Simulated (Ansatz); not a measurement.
**Al2Br2H4: density, localisation and related maps**

Input

```
crystal:
  periodic: [false, false, false]
  atoms:
    - {symbol: Al, position_ang: [-0.862712, -0.515592, 1.382872]}
    - {symbol: H, position_ang: [-1.335941, -2.020291, 1.382212]}
    - {symbol: H, position_ang: [-1.090293, 0.568452, 2.505868]}
    - {symbol: Br, position_ang: [1.535085, -0.480775, 0.778398]}
    - {symbol: Al, position_ang: [0.862689, 0.515392, -1.382965]}
    - {symbol: H, position_ang: [1.087911, -0.571971, -2.503224]}
    - {symbol: H, position_ang: [1.337922, 2.019454, -1.386733]}
    - {symbol: Br, position_ang: [-1.534651, 0.485331, -0.776429]}
basis:
  gaussian: {orbitals: def2-TZVP, initial_orbitals: start.molden}
hamiltonian: {xc: pbe0, dispersion: d4}
scf: {omitted_lower_state_checks: [starts]}
output: {orbitals: {seedname: orbitals}}
```

Launched as:

```sh
ansatz run in.yaml --threads 4 --pin off --events-out ev --progress --plain --max-ram 3916MiB
```

Geometry: PBE0-D4/def2-SVP.

Method: RKS PBE0-D4/def2-TZVP in Ansatz 0.2.0.

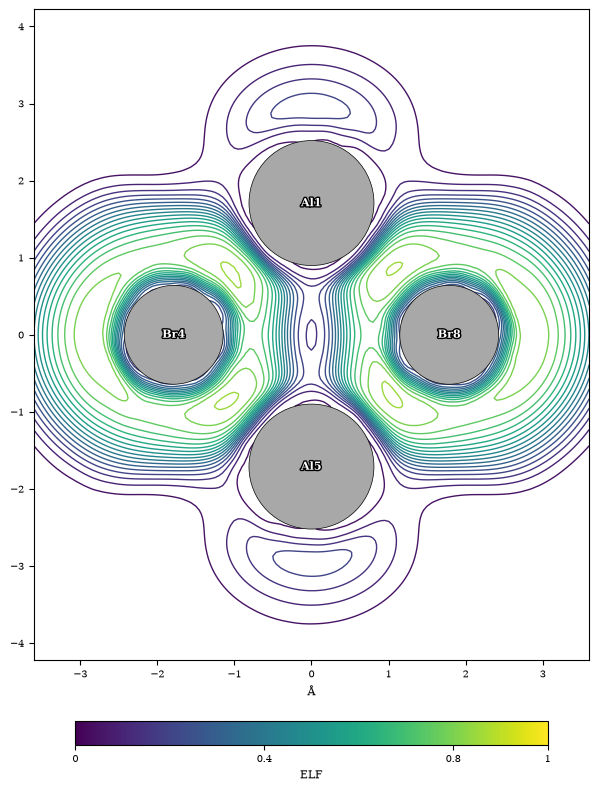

Figure 1. ELF on the plane of atoms Al1, Br8 and Al5. Grey discs cover the atomic cores.

What does the map show?

Answer. Atoms in the plane: Al and Br. Al–Br (2.47 Å): the ELF peaks at about 0.85 in the valence shell of Br, 1.1 Å from its nucleus, and is about 0.85 at the midpoint. The ELF also peaks beside Br4 and Br8, away from the bonds: lone-pair regions.

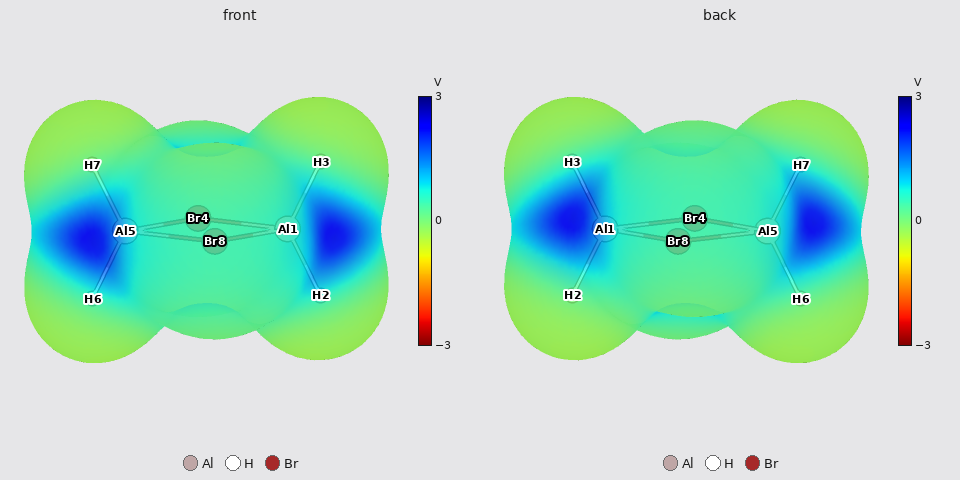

Figure 2. The molecular electrostatic potential painted on the density surface at 0.002 e/bohr³, seen from the front and from behind; the colour scale runs from red (negative) to blue (positive).

Where is the surface potential most negative and most positive?

Answer. The most negative region (about −0.3 V) lies over H2, H3, H6 and H7, the most positive (about +2.3 V, or +53 kcal/mol for a unit charge) over Al1 and Al5.

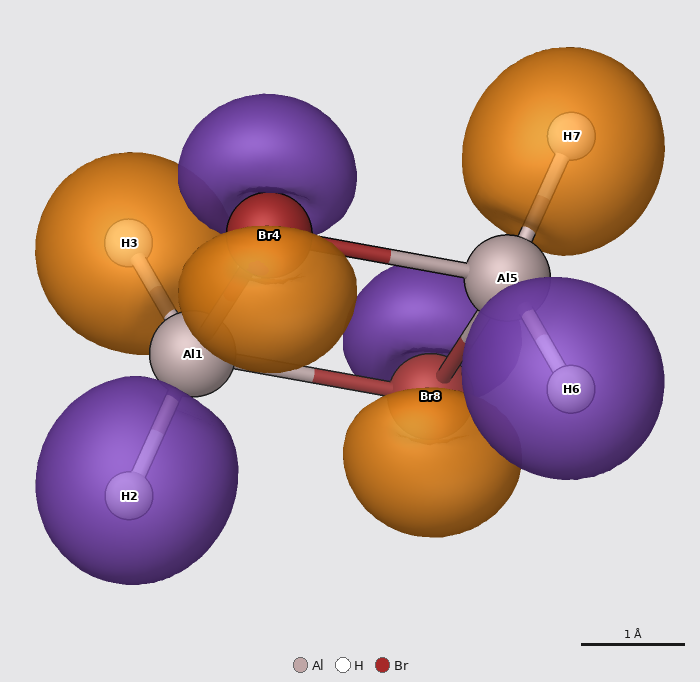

Figure 3. One frontier orbital at ±0.1 Å⁻³ᐟ² (orange and purple are the two phases), seen at an oblique angle.

Which orbital is it: HOMO or LUMO?

Answer. The HOMO, at −8.24 eV. It lies mainly on Br4 (about 15 %), Br8 (about 15 %), Al5 (about 10 %), Al1 (about 10 %), H3 (about 10 %), H2 (about 10 %), H6 (about 10 %) and H7 (about 10 %); it is ungerade (odd under inversion).

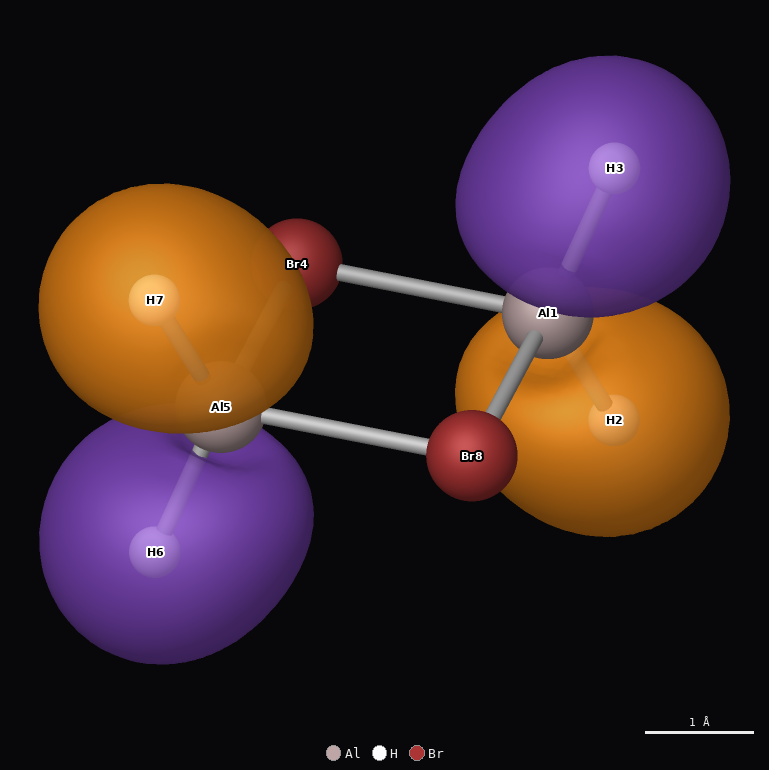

Figure 4. The HOMO−1 at ±0.08 Å⁻³ᐟ² (orange and purple are the two phases), seen at a tilt.

What is the character of this orbital?

Answer. Its weight (Hirshfeld) is mainly on Al1 (about 20 %), Al5 (about 20 %), H3 (about 15 %), H2 (about 15 %), H7 (about 15 %) and H6 (about 15 %); it is gerade (even under inversion). Its energy is −8.88 eV.
